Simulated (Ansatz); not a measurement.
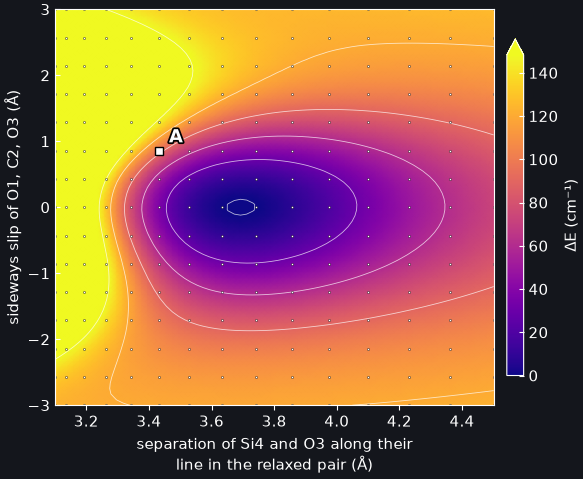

The pair CO₂···H₄Si. First axis: separation of Si4 and O3 along their line in the relaxed pair. Second axis: sideways slip of O1, C2, O3. Nothing is relaxed (both partners rigid). The scan uses a 15 × 15 grid. Points are written as (first, second). All energies are given in cm⁻¹ relative to the lowest grid point. These are results of RHF/def2-SVPD in Ansatz, not measurements.

Drawn: a smooth colour map with a few white contour lines, dots at the grid points, one colour for all values above the top of the scale, the point A. Between grid points the surface is interpolated.

Is A at rest? If not, where is it pushed?

A, at (3.433 Å, 0.86 Å), is not a stationary point. The computed force is 400 cm⁻¹ for each Å towards larger values of the first coordinate and 119 cm⁻¹ for each Å towards smaller values of sideways slip of O1, C2, O3.
